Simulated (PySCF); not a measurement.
SMILES [SiH3][SnH]([SiH3])[SiH3] (H10Si3Sn) at its PBE0/def2-SVP optimised geometry (Å):

```
14

Sn     1.2732     0.1096     0.0000
Si     2.1560     1.3085    -2.1002
Si    -1.3012     0.1096     0.0000
Si     2.1571     1.2692     2.1217
H      1.8281    -1.5178    -0.0152
H      1.6886     2.7291    -2.1031
H      3.6512     1.2988    -2.1232
H      1.6533     0.6387    -3.3392
H     -1.8279    -0.5851    -1.2151
H     -1.8281    -0.5848     1.2151
H     -1.8047     1.5178     0.0000
H      3.6524     1.2684     2.1387
H      1.6805     2.6862     2.1572
H      1.6634     0.5694     3.3476
```

Calculation: PBE0/def2-TZVP, def2 effective core potentials past Kr run with PySCF 2.14.0. The core electrons that the potentials of Sn replace are not part of the density.

Map of the electrostatic potential (hartree/e), clipped to [-0.08, 0.12] on the plane z = 1.2 Å:

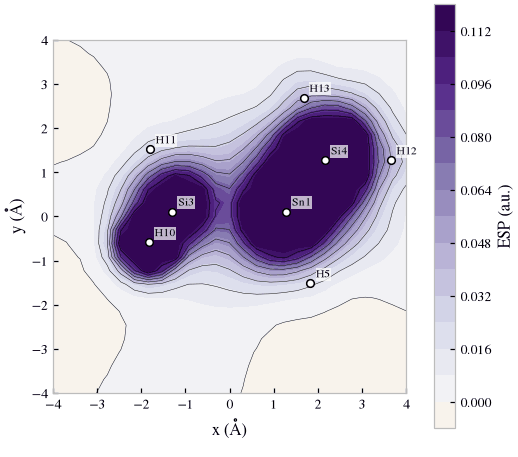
Figure: Electrostatic potential (hartree/e), clipped to [-0.08, 0.12] on the plane z = 1.2 Å.
